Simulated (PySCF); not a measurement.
Geometry relaxation of BSiCl$_{5}$O (part 2 of 2)

Continued. System: BSiCl$_{5}$O, SMILES ClB(Cl)O[Si](Cl)(Cl)Cl. Method: PBE0-D3(BJ)/def2-SVP geometry optimisation, gas phase (PySCF 2.14.0). 

Geometry of the input (Å):
```
Cl 1.5458  -0.0723  2.2399
Si 1.2590  0.0351  0.2585
Cl 1.6442  1.8533  -0.4825
Cl 2.2788  -1.3920  -0.7207
O  -0.3143  -0.3155  0.0192
B  -1.5799  -0.1186  -0.3042
Cl -2.1164  1.4082  -0.8933
Cl -2.6711  -1.4267  -0.1447
```

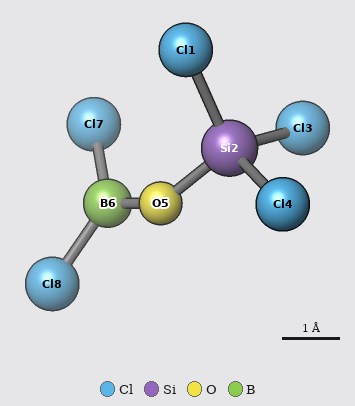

The geometry at step 23 of the log (ball-and-stick view, seen at a tilt; atoms are numbered from 1 in the order of the input).

**Trajectory as extended XYZ, continued**
```
8
Properties=species:S:1:pos:R:3:forces:R:3 step=17 energy=-73172.80400
Cl    1.4300    0.3687    2.1298    0.0020   0.0118  -0.0024
Si    1.1432    0.0035    0.1531    0.0003   0.0224   0.0356
Cl    1.4194    1.6965   -0.9344    0.0101   0.0077  -0.0024
Cl    2.4147   -1.4408   -0.4866    0.0028  -0.0068   0.0016
O    -0.3853   -0.5681   -0.0616   -0.0022  -0.0485  -0.0538
B    -1.6643   -0.1778   -0.2009    0.0103   0.0184  -0.0250
Cl   -2.1381    1.4968    0.0174   -0.0006   0.0265   0.0301
Cl   -2.8715   -1.3694   -0.6200   -0.0226  -0.0316   0.0163
8
Properties=species:S:1:pos:R:3:forces:R:3 step=18 energy=-73172.80922
Cl    1.3660    0.4331    2.1102    0.0052   0.0077  -0.0048
Si    1.1384    0.0102    0.1368   -0.0073   0.0189   0.0405
Cl    1.4071    1.6792   -0.9886    0.0096   0.0132  -0.0055
Cl    2.4514   -1.4254   -0.4325    0.0146  -0.0164   0.0023
O    -0.3728   -0.5985   -0.1104   -0.0181  -0.0440  -0.0371
B    -1.6544   -0.1979   -0.1919    0.0252   0.0189  -0.0662
Cl   -2.1179    1.4537    0.1734   -0.0090   0.0348   0.0458
Cl   -2.8698   -1.3450   -0.7003   -0.0203  -0.0332   0.0250
8
Properties=species:S:1:pos:R:3:forces:R:3 step=19 energy=-73172.81374
Cl    1.2570    0.5186    2.0759    0.0166  -0.0074  -0.0157
Si    1.1292    0.0219    0.1101   -0.0125   0.0000   0.0379
Cl    1.4012    1.6602   -1.0588    0.0090   0.0151  -0.0090
Cl    2.4992   -1.3980   -0.3531    0.0250  -0.0139   0.0158
O    -0.3539   -0.6370   -0.1959   -0.0349  -0.0095  -0.0107
B    -1.6369   -0.2277   -0.1838    0.0321   0.0142  -0.0927
Cl   -2.0741    1.3660    0.4059   -0.0308   0.0257   0.0374
Cl   -2.8736   -1.2945   -0.8033   -0.0045  -0.0242   0.0370
8
Properties=species:S:1:pos:R:3:forces:R:3 step=20 energy=-73172.80647
Cl    1.2216    0.5416    2.0707   -0.0154   0.0841   0.0157
Si    1.1366    0.0340    0.1078    0.1359   0.0417  -0.0130
Cl    1.4782    1.6287   -1.1066    0.0203   0.0053   0.0794
Cl    2.5052   -1.4191   -0.2521   -0.0311  -0.0166  -0.0411
O    -0.3492   -0.5749   -0.2488    0.0107  -0.1031   0.0269
B    -1.6432   -0.2196   -0.1956   -0.0639   0.1080  -0.0746
Cl   -2.1680    1.2850    0.5372    0.0742   0.0556   0.0658
Cl   -2.8331   -1.2663   -0.9158   -0.1308  -0.1751  -0.0591
8
Properties=species:S:1:pos:R:3:forces:R:3 step=21 energy=-73172.81143
Cl    1.2489    0.5210    2.0781   -0.0102   0.0553   0.0087
Si    1.1356    0.0272    0.1124    0.0792   0.0288  -0.0003
Cl    1.4512    1.6424   -1.0804    0.0149   0.0069   0.0482
Cl    2.4999   -1.4161   -0.2976   -0.0174  -0.0147  -0.0209
O    -0.3536   -0.5931   -0.2190    0.0020  -0.0696   0.0094
B    -1.6438   -0.2172   -0.1938   -0.0314   0.0714  -0.0705
Cl   -2.1430    1.3339    0.4562    0.0498   0.0421   0.0493
Cl   -2.8471   -1.2886   -0.8590   -0.0870  -0.1202  -0.0239
8
Properties=species:S:1:pos:R:3:forces:R:3 step=22 energy=-73172.81363
Cl    1.2649    0.5097    2.0815   -0.0047   0.0322   0.0029
Si    1.1342    0.0234    0.1146    0.0378   0.0170   0.0108
Cl    1.4313    1.6525   -1.0629    0.0109   0.0085   0.0247
Cl    2.4962   -1.4117   -0.3288   -0.0052  -0.0136  -0.0076
O    -0.3560   -0.6075   -0.2006   -0.0044  -0.0397  -0.0023
B    -1.6433   -0.2174   -0.1921   -0.0087   0.0428  -0.0657
Cl   -2.1216    1.3610    0.4066    0.0277   0.0298   0.0387
Cl   -2.8578   -1.3005   -0.8216   -0.0534  -0.0770  -0.0014
8
Properties=species:S:1:pos:R:3:forces:R:3 step=23 energy=-73172.81505
Cl    1.2575    0.5128    2.0804   -0.0056   0.0134   0.0035
Si    1.1324    0.0237    0.1136   -0.0036  -0.0053   0.0081
Cl    1.4280    1.6593   -1.0546    0.0066   0.0052   0.0061
Cl    2.4989   -1.4067   -0.3322   -0.0056  -0.0057  -0.0005
O    -0.3555   -0.6170   -0.2059    0.0020   0.0050  -0.0075
B    -1.6419   -0.2203   -0.1965    0.0074   0.0094  -0.0341
Cl   -2.1061    1.3650    0.3987    0.0130   0.0022   0.0123
Cl   -2.8654   -1.3073   -0.8067   -0.0142  -0.0243   0.0121
8
Properties=species:S:1:pos:R:3:forces:R:3 step=24 energy=-73172.81569
Cl    1.2315    0.5204    2.0782   -0.0029   0.0021   0.0035
Si    1.1303    0.0273    0.1109   -0.0104  -0.0148   0.0047
Cl    1.4351    1.6655   -1.0510    0.0053  -0.0003  -0.0016
Cl    2.5038   -1.4012   -0.3198   -0.0024   0.0022   0.0036
O    -0.3517   -0.6209   -0.2264    0.0106   0.0251  -0.0153
B    -1.6382   -0.2243   -0.2046    0.0022  -0.0155   0.0088
Cl   -2.0949    1.3562    0.4096   -0.0008   0.0014  -0.0082
Cl   -2.8679   -1.3134   -0.8001   -0.0016  -0.0001   0.0045
8
Properties=species:S:1:pos:R:3:forces:R:3 step=25 energy=-73172.81595
Cl    1.2252    0.5100    2.0848   -0.0094   0.0005   0.0059
Si    1.1305    0.0286    0.1144   -0.0083  -0.0145  -0.0021
Cl    1.4468    1.6744   -1.0338    0.0021  -0.0071  -0.0033
Cl    2.5022   -1.4012   -0.3188   -0.0034   0.0052   0.0025
O    -0.3511   -0.6155   -0.2325    0.0160   0.0349  -0.0219
B    -1.6388   -0.2224   -0.2151   -0.0067  -0.0270   0.0480
Cl   -2.0991    1.3681    0.3714    0.0044  -0.0077  -0.0223
Cl   -2.8677   -1.3325   -0.7735    0.0052   0.0157  -0.0067
8
Properties=species:S:1:pos:R:3:forces:R:3 step=26 energy=-73172.81587
Cl    1.1827    0.5210    2.0829   -0.0066   0.0032   0.0046
Si    1.1293    0.0355    0.1119    0.0162  -0.0064  -0.0068
Cl    1.4740    1.6768   -1.0350   -0.0025  -0.0139   0.0067
Cl    2.5083   -1.3977   -0.2852   -0.0050   0.0064  -0.0004
O    -0.3448   -0.6069   -0.2672    0.0088   0.0269  -0.0132
B    -1.6357   -0.2273   -0.2245   -0.0210  -0.0173   0.0529
Cl   -2.1039    1.3478    0.3971    0.0077  -0.0103  -0.0294
Cl   -2.8619   -1.3397   -0.7832    0.0023   0.0114  -0.0144
8
Properties=species:S:1:pos:R:3:forces:R:3 step=27 energy=-73172.81612
Cl    1.1824    0.5154    2.0877   -0.0062   0.0050   0.0023
Si    1.1303    0.0350    0.1152    0.0173  -0.0014  -0.0031
Cl    1.4801    1.6776   -1.0280   -0.0023  -0.0092   0.0065
Cl    2.5065   -1.3998   -0.2849   -0.0036   0.0029   0.0008
O    -0.3450   -0.6022   -0.2650    0.0039   0.0108  -0.0099
B    -1.6368   -0.2260   -0.2264   -0.0166  -0.0055   0.0338
Cl   -2.1096    1.3549    0.3758    0.0091  -0.0047  -0.0178
Cl   -2.8599   -1.3453   -0.7775   -0.0017   0.0021  -0.0127
8
Properties=species:S:1:pos:R:3:forces:R:3 step=28 energy=-73172.81618
Cl    1.1695    0.5123    2.0945   -0.0020   0.0036   0.0003
Si    1.1311    0.0351    0.1207    0.0103   0.0041   0.0024
Cl    1.4944    1.6780   -1.0169   -0.0014  -0.0009   0.0024
Cl    2.5055   -1.4026   -0.2739   -0.0013  -0.0017   0.0037
O    -0.3439   -0.5957   -0.2691   -0.0029  -0.0111  -0.0007
B    -1.6374   -0.2256   -0.2321   -0.0051   0.0101  -0.0001
Cl   -2.1151    1.3612    0.3491    0.0046  -0.0001  -0.0028
Cl   -2.8561   -1.3532   -0.7757   -0.0021  -0.0040  -0.0052
```

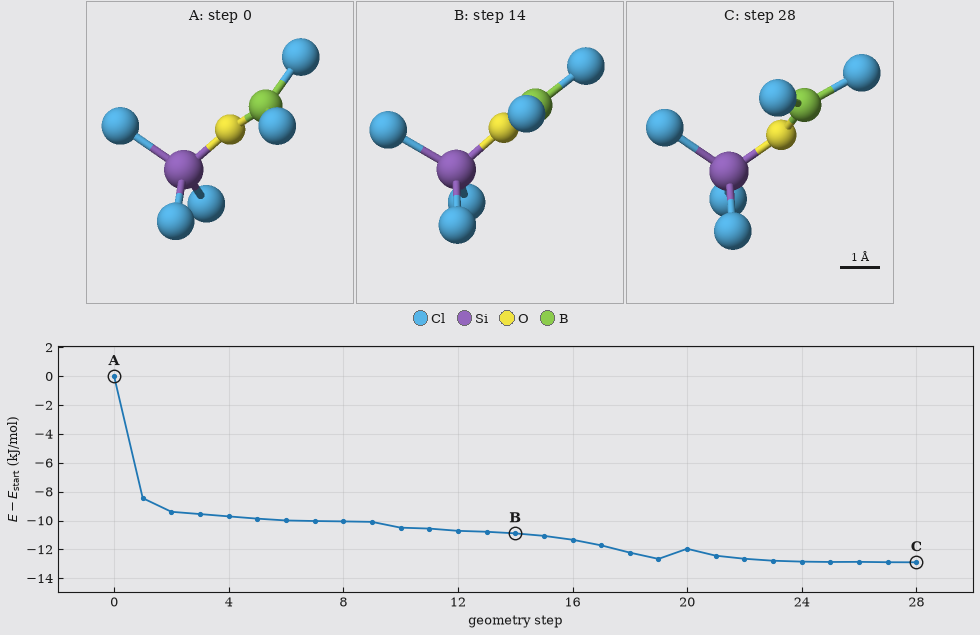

Frames of the relaxation (ball-and-stick view, seen at a tilt) above the curves, on which the letters mark them (steps are counted from 0).

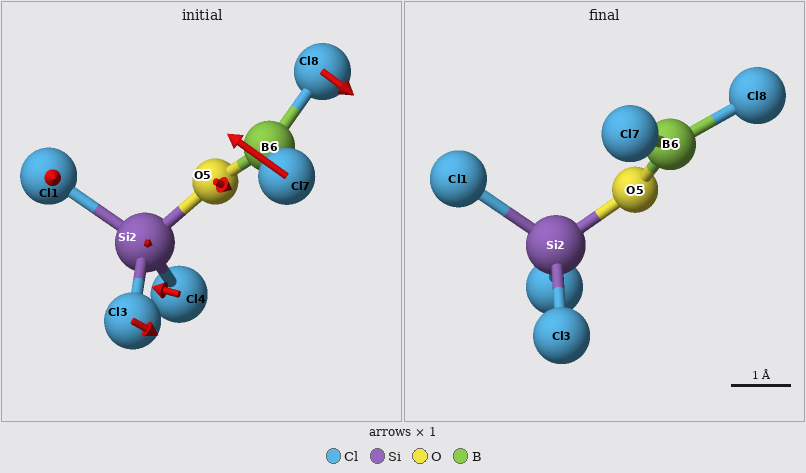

Before (left) and after (right) the relaxation, at one scale (ball-and-stick view, seen at a tilt). The red arrows give the displacements, at true length. The energy falls by 12.9 kJ/mol in 28 geometry steps. The largest force component goes from 0.88 to 0.011 eV/Å. The largest move after the best rigid fit is that of Cl7, 1.25 Å. By element the largest moves are Cl 1.25 Å, O 0.41 Å, Si 0.14 Å, B 0.09 Å. Among the contacts that change: B6–Cl8 1.711 → 1.747 Å, B6–Cl7 1.722 → 1.756 Å, Cl1–Si2 2.005 → 2.031 Å, O5–B6 1.321 → 1.346 Å. Among the angles that change: Si2–O5–B6 158.3° → 138.3°, Cl1–Si2–O5 105.8° → 109.6°, Cl1–Si2–Cl3 112.8° → 110.5°. (Atoms are counted from 1 in the order of the input.)
